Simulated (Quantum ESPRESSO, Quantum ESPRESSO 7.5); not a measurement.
## Cl on fcc sites of Rh(111), stepped through the coverage

Wanted: a table for Cl on fcc sites of Rh(111) against the coverage, and what can be fitted to it.

Calculated with Quantum ESPRESSO 7.5; plane-wave DFT, PBE, GBRV ultrasoft pseudopotentials.

### Step 1. Starting point

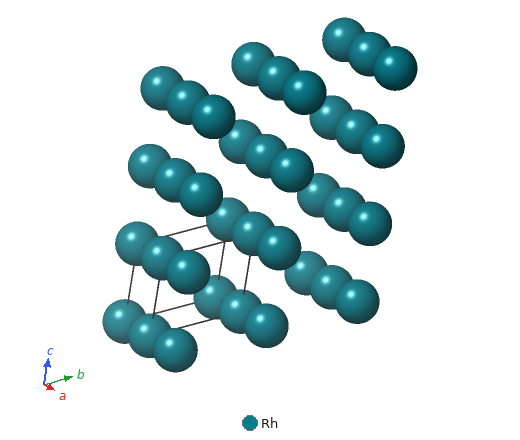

Start, viewed from the side, with the c axis up; rhodium blue. 2×2×3 cells are drawn. Some periodic images of atoms are drawn too.

Set-up: Slabs of 3 layers, covered on the upper face; adsorbates and the top layer relax in a periodic cell, the rest is held (the clean slab relaxes both outer layers); a run under open boundaries (ESM, bc1) gives both vacuum levels. Cells of one to 9 surface sites carry the coverages, on meshes of like density; cold smearing of 0.02 Ry. The slabs take the lattice constants of the bulk relaxed by the same program.

Members 0.1667, 0.25, 0.3333, 0.5 and 0.6667 took the same steps and show in the table alone.

This run has no spin polarisation, although Rh can carry a moment. A spin-polarised state was not tried and may lie lower.

### Step 2. Variable-cell relaxation of the reference

The bulk crystal is relaxed in cell and atoms; the members are built on its lattice constants.

File ref.vc.in:

```
&control
  prefix = 'ref.vc'
  outdir = './out'
  pseudo_dir = './pseudo'
  nstep = 40
  forc_conv_thr = 0.0003
  calculation = 'vc-relax'
/
&system
  ibrav = 0
  nat = 1
  ntyp = 1
  ecutwfc = 50
  ecutrho = 250
  occupations = 'smearing'
  smearing = 'mv'
  degauss = 0.02
/
&electrons
  conv_thr = 1e-09
  mixing_beta = 0.4
  electron_maxstep = 120
/
&ions
/
&cell
  press_conv_thr = 0.3
/
ATOMIC_SPECIES
  Rh  102.9055  rh_pbe_v1.4.uspp.F.UPF
CELL_PARAMETERS angstrom
  0.00000000000000 1.90000000000000 1.90000000000000
  1.90000000000000 0.00000000000000 1.90000000000000
  1.90000000000000 1.90000000000000 0.00000000000000
ATOMIC_POSITIONS crystal
  Rh  0.000000000000 0.000000000000 0.000000000000
K_POINTS automatic
  18 18 18 0 0 0
```

Started as:

```
$ OMP_NUM_THREADS=1 mpirun -n 16 pw.x -nk 16 -in ref.vc.in > ref.vc.out
```

The program printed:

```text
Program PWSCF v.7.5 starts
[citation notice left out]

     Parallel version (MPI & OpenMP), running on      16 processor cores
     Number of MPI processes:                16
     Threads/MPI process:                     1

     MPI processes distributed on     1 nodes
[...]
Current dimensions of program PWSCF are:
     Max number of different atomic species (ntypx) = 10
     Max number of k-points (npk) =  40000
     Max angular momentum in pseudopotentials (lmaxx) =  4
     Message from routine setup:
     using ibrav=0 with symmetry is DISCOURAGED, use correct ibrav instead

     K-points division:     npool     =      16
     Subspace diagonalization in iterative solution of the eigenvalue problem:
     a serial algorithm will be used

     G-vector sticks info
     --------------------
     sticks:   dense  smooth     PW     G-vecs:    dense   smooth      PW
     Sum         439     361    121                 6183     4477     893

     Using Slab Decomposition

     bravais-lattice index     =            0
     lattice parameter (alat)  =       5.0777  a.u.
     unit-cell volume          =      92.5737 (a.u.)^3
     number of atoms/cell      =            1
     number of atomic types    =            1
     number of electrons       =        15.00
     number of Kohn-Sham states=           12
     kinetic-energy cutoff     =      50.0000  Ry
     charge density cutoff     =     250.0000  Ry
     scf convergence threshold =      1.0E-09
     mixing beta               =       0.4000
     number of iterations used =            8  plain     mixing
     energy convergence thresh.=      1.0E-04
     force convergence thresh. =      3.0E-04
     press convergence thresh. =      3.0E-01
     Exchange-correlation=  SLA  PW   PBX  PBC
                           (   1   4   3   4   0   0   0)
     nstep                     =           40

     celldm(1)=   5.077705  celldm(2)=   0.000000  celldm(3)=   0.000000
     celldm(4)=   0.000000  celldm(5)=   0.000000  celldm(6)=   0.000000

     crystal axes: (cart. coord. in units of alat)
               a(1) = (   0.000000   0.707107   0.707107 )
               a(2) = (   0.707107   0.000000   0.707107 )
               a(3) = (   0.707107   0.707107   0.000000 )

     reciprocal axes: (cart. coord. in units 2 pi/alat)
               b(1) = ( -0.707107  0.707107  0.707107 )
               b(2) = (  0.707107 -0.707107  0.707107 )
               b(3) = (  0.707107  0.707107 -0.707107 )

     PseudoPot. # 1 for Rh read from file:
     ./pseudo/rh_pbe_v1.4.uspp.F.UPF
     Pseudo is Ultrasoft + core correction, Zval = 15.0
     Generated by new atomic code, or converted to UPF format
     Using radial grid of  969 points,  7 beta functions with:
                l(1) =   0
                l(2) =   0
                l(3) =   1
                l(4) =   1
                l(5) =   2
                l(6) =   2
                l(7) =   2
     Q(r) pseudized with  8 coefficients,  rinner =    1.200   1.200   1.200
                                                       1.200   1.200

     atomic species   valence    mass     pseudopotential
     Rh               15.00   102.90550     Rh( 1.00)

     48 Sym. Ops., with inversion, found

   Cartesian axes

     site n.     atom                  positions (alat units)
         1        Rh     tau(   1) = (   0.0000000   0.0000000   0.0000000  )

     number of k points=   195  Marzari-Vanderbilt smearing, width (Ry)=  0.0200

     Number of k-points >= 100: set verbosity='high' to print them.

     Dense  grid:     6183 G-vectors     FFT dimensions: (  25,  25,  25)

     Smooth grid:     4477 G-vectors     FFT dimensions: (  24,  24,  24)

     Estimated max dynamical RAM per process >      10.47 MB

     Estimated total dynamical RAM >     144.96 MB

     Initial potential from superposition of free atoms

     starting charge      14.4999, renormalised to      15.0000

     negative rho (up, down):  5.580E-02 0.000E+00
     Starting wfcs are   12 randomized atomic wfcs

     total cpu time spent up to now is        0.5 secs

     per-process dynamical memory:    13.5 Mb

     Self-consistent Calculation

     iteration #  1     ecut=    50.00 Ry     beta= 0.40
     Davidson diagonalization with overlap
     ethr =  1.00E-02,  avg # of iterations =  4.4

     negative rho (up, down):  5.669E-02 0.000E+00

     total cpu time spent up to now is        0.6 secs

     total energy              =    -171.10468240 Ry
     estimated scf accuracy    <       0.53206668 Ry

     iteration #  2     ecut=    50.00 Ry     beta= 0.40
[...]
negative rho (up, down):  5.692E-02 0.000E+00

[...]
total energy              =    -171.20112663 Ry
     estimated scf accuracy    <       0.00190624 Ry

     iteration #  3     ecut=    50.00 Ry     beta= 0.40
[...]
negative rho (up, down):  5.705E-02 0.000E+00

[...]
total energy              =    -171.20145257 Ry
     estimated scf accuracy    <       0.00050869 Ry

     iteration #  4     ecut=    50.00 Ry     beta= 0.40
[...]
negative rho (up, down):  5.704E-02 0.000E+00

[...]
total energy              =    -171.20147547 Ry
     estimated scf accuracy    <       0.00004136 Ry

     iteration #  5     ecut=    50.00 Ry     beta= 0.40
[...]
negative rho (up, down):  5.703E-02 0.000E+00

[...]
total energy              =    -171.20148148 Ry
     estimated scf accuracy    <       0.00000135 Ry

     iteration #  6     ecut=    50.00 Ry     beta= 0.40
[...]
negative rho (up, down):  5.703E-02 0.000E+00

[...]
total energy              =    -171.20148194 Ry
     estimated scf accuracy    <       0.00000035 Ry

     iteration #  7     ecut=    50.00 Ry     beta= 0.40
[...]
negative rho (up, down):  5.702E-02 0.000E+00

[...]
total energy              =    -171.20148199 Ry
     estimated scf accuracy    <          9.8E-09 Ry

     iteration #  8     ecut=    50.00 Ry     beta= 0.40
[...]
negative rho (up, down):  5.702E-02 0.000E+00

[...]
End of self-consistent calculation

     Number of k-points >= 100: set verbosity='high' to print the bands.

     the Fermi energy is    21.4472 ev

!    total energy              =    -171.20148199 Ry
     estimated scf accuracy    <          5.8E-10 Ry
[...]
The total energy is F=E-TS. E is the sum of the following terms:
     one-electron contribution =     -24.97506487 Ry
     hartree contribution      =      25.67464199 Ry
     xc contribution           =     -29.92711502 Ry
     ewald contribution        =    -141.97438032 Ry

     convergence has been achieved in   5 iterations

     negative rho (up, down):  5.757E-02 0.000E+00

     Forces acting on atoms (cartesian axes, Ry/au):

     atom    1 type  1   force =     0.00000000    0.00000000    0.00000000

     Total force =     0.000000     Total SCF correction =     0.000000

     Computing stress (Cartesian axis) and pressure

     negative rho (up, down):  5.757E-02 0.000E+00
          total   stress  (Ry/bohr**3)                   (kbar)     P=      -25.42
  -0.00017283   0.00000000  -0.00000000          -25.42        0.00       -0.00
   0.00000000  -0.00017283  -0.00000000            0.00      -25.42       -0.00
  -0.00000000  -0.00000000  -0.00017283           -0.00       -0.00      -25.42

     Energy error            =      4.6E-04 Ry
     Gradient error          =      0.0E+00 Ry/Bohr
     Cell gradient error     =      2.5E+01 kbar

     number of scf cycles    =   2
     number of bfgs steps    =   1

     enthalpy           old  =    -171.2014819907 Ry
     enthalpy           new  =    -171.2019408424 Ry

     CASE: enthalpy          _new < enthalpy          _old

     new trust radius        =       0.0062352816 bohr
     new conv_thr            =            1.0E-11 Ry

     new unit-cell volume =     94.99091 a.u.^3 (    14.07620 Ang^3 )
     density =     12.13954 g/cm^3

CELL_PARAMETERS (angstrom)
  -0.000000000   1.916395567   1.916395567
   1.916395567  -0.000000000   1.916395567
   1.916395567   1.916395567  -0.000000000

ATOMIC_POSITIONS (crystal)
Rh               0.0000000000        0.0000000000        0.0000000000

[...]
NEW-OLD atomic charge density approx. for the potential
     New effective cutoffs (rho, wfc):  243.82   49.15

     negative rho (up, down):  5.739E-02 0.000E+00

     total cpu time spent up to now is        2.2 secs

     per-process dynamical memory:    17.3 Mb

     Self-consistent Calculation

     iteration #  1     ecut=    50.00 Ry     beta= 0.40
     Davidson diagonalization with overlap
     ethr =  1.00E-06,  avg # of iterations =  2.9

     Threshold (ethr) on eigenvalues was too large:
     Diagonalizing with lowered threshold

     Davidson diagonalization with overlap
     ethr =  3.32E-09,  avg # of iterations =  2.5

     negative rho (up, down):  5.741E-02 0.000E+00

     total cpu time spent up to now is        2.5 secs

     total energy              =    -171.20202512 Ry
     estimated scf accuracy    <       0.00000044 Ry

[...]
iteration #  5     ecut=    50.00 Ry     beta= 0.40
[...]
negative rho (up, down):  5.743E-02 0.000E+00

[...]
End of self-consistent calculation

     Number of k-points >= 100: set verbosity='high' to print the bands.

     the Fermi energy is    20.7376 ev

!    total energy              =    -171.20202515 Ry
     estimated scf accuracy    <          3.0E-13 Ry
     smearing contrib. (-TS)   =      -0.00001567 Ry
     internal energy E=F+TS    =    -171.20200948 Ry

     The total energy is F=E-TS. E is the sum of the following terms:
     one-electron contribution =     -24.30690408 Ry
     hartree contribution      =      25.46937925 Ry
     xc contribution           =     -29.93668230 Ry
     ewald contribution        =    -142.42780235 Ry

     convergence has been achieved in   5 iterations

     negative rho (up, down):  5.743E-02 0.000E+00

     Forces acting on atoms (cartesian axes, Ry/au):

     atom    1 type  1   force =     0.00000000    0.00000000    0.00000000

     Total force =     0.000000     Total SCF correction =     0.000000

     Computing stress (Cartesian axis) and pressure

     negative rho (up, down):  5.743E-02 0.000E+00
          total   stress  (Ry/bohr**3)                   (kbar)     P=       -1.47
  -0.00000999   0.00000000   0.00000000           -1.47        0.00        0.00
  -0.00000000  -0.00000999   0.00000000           -0.00       -1.47        0.00
   0.00000000  -0.00000000  -0.00000999            0.00       -0.00       -1.47

     Energy error            =      8.4E-05 Ry
     Gradient error          =      0.0E+00 Ry/Bohr
     Cell gradient error     =      1.5E+00 kbar

     number of scf cycles    =   3
     number of bfgs steps    =   2

     enthalpy           old  =    -171.2019408424 Ry
     enthalpy           new  =    -171.2020251483 Ry

     CASE: enthalpy          _new < enthalpy          _old

     new trust radius        =       0.0003793178 bohr
     new conv_thr            =            1.0E-11 Ry

     new unit-cell volume =     94.93547 a.u.^3 (    14.06799 Ang^3 )
     density =     12.14663 g/cm^3

CELL_PARAMETERS (angstrom)
  -0.000000000   1.916022646   1.916022646
   1.916022646  -0.000000000   1.916022646
   1.916022646   1.916022646  -0.000000000

ATOMIC_POSITIONS (crystal)
Rh               0.0000000000        0.0000000000        0.0000000000

[...]
NEW-OLD atomic charge density approx. for the potential
     New effective cutoffs (rho, wfc):  243.92   49.17

     negative rho (up, down):  5.741E-02 0.000E+00

     total cpu time spent up to now is        2.9 secs

     per-process dynamical memory:    17.3 Mb

[...]
!    total energy              =    -171.20202542 Ry
[...]
Total force =     0.000000     Total SCF correction =     0.000000
[...]
Self-consistent Calculation

     iteration #  1     ecut=    50.00 Ry     beta= 0.40
     Davidson diagonalization with overlap
     ethr =  1.00E-06,  avg # of iterations = 11.0

     negative rho (up, down):  5.718E-02 0.000E+00

     total cpu time spent up to now is        3.8 secs

     total energy              =    -171.09577917 Ry
     estimated scf accuracy    <       0.55715620 Ry

[...]
iteration #  9     ecut=    50.00 Ry     beta= 0.40
[...]
negative rho (up, down):  5.742E-02 0.000E+00

[...]
End of self-consistent calculation

     Number of k-points >= 100: set verbosity='high' to print the bands.

     the Fermi energy is    20.7535 ev

!    total energy              =    -171.20203516 Ry
     estimated scf accuracy    <          2.0E-12 Ry
     smearing contrib. (-TS)   =      -0.00001530 Ry
     internal energy E=F+TS    =    -171.20201986 Ry

     The total energy is F=E-TS. E is the sum of the following terms:
     one-electron contribution =     -24.26613196 Ry
     hartree contribution      =      25.45691586 Ry
     xc contribution           =     -29.93728025 Ry
     ewald contribution        =    -142.45552351 Ry

     convergence has been achieved in   9 iterations

     negative rho (up, down):  5.742E-02 0.000E+00

     Forces acting on atoms (cartesian axes, Ry/au):

     atom    1 type  1   force =     0.00000000    0.00000000    0.00000000

     Total force =     0.000000     Total SCF correction =     0.000000

     Computing stress (Cartesian axis) and pressure

     negative rho (up, down):  5.742E-02 0.000E+00
          total   stress  (Ry/bohr**3)                   (kbar)     P=       -0.11
  -0.00000075  -0.00000000   0.00000000           -0.11       -0.00        0.00
   0.00000000  -0.00000075   0.00000000            0.00       -0.11        0.00
  -0.00000000  -0.00000000  -0.00000075           -0.00       -0.00       -0.11

[...]
=------------------------------------------------------------------------------=
   JOB DONE.
=------------------------------------------------------------------------------=
```

It took 5.3 s on 16 MPI ranks of Arm Neoverse V2, shared host; peak memory 0.78 GiB.

Step by step:

```csv
step,energy less that of the first step (eV),largest force (eV/Å),volume (Å³)
1,0.0000,0.0000,13.72
2,-0.0062,0.0000,14.21
3,-0.0074,0.0000,14.08
4,-0.0074,0.0000,14.07
5,-0.0075,0.0000,14.07
```

```csv
"conventional cell, symmetrised",before,after,change
a (Å),3.800,3.832,+0.8 %
b (Å),3.800,3.832,+0.8 %
c (Å),3.800,3.832,+0.8 %
volume (Å³/atom),13.72,14.07,+2.6 %
```

Final coordinates:

```cif
data_structure
_symmetry_space_group_name_H-M 'P 1'
_symmetry_Int_Tables_number 1
_cell_length_a 2.7097
_cell_length_b 2.7097
_cell_length_c 2.7097
_cell_angle_alpha 60.000
_cell_angle_beta 60.000
_cell_angle_gamma 60.000
_cell_volume 14.07
loop_
_atom_site_label
_atom_site_type_symbol
_atom_site_fract_x
_atom_site_fract_y
_atom_site_fract_z
_atom_site_occupancy
Rh1 Rh 0.00000 0.00000 0.00000 1
```

 The last row is no step: it is a fresh SCF in the final cell with a new plane-wave basis, -0 meV from the row before.

Numbers from this step:

- free energy: -2329.3224 eV
- Fermi energy: 20.75 eV

(Continued in part 2 of 10.)

[Logs are printed without paths, hosts, clocks, repeated set-up lines and the standing remarks that a program may print on its own settings, such as how far it seeks lower states.]

[Hosts, paths, dates, database ids (printed as entryN), source tags and the programs' standing remarks are cut or masked in the printed files.]

[Maps of the electrostatic potential energy from Ansatz leave out the sawtooth potential of an applied field or a dipole correction, so their vacuum need not be flat; planar profiles and work functions include it.]
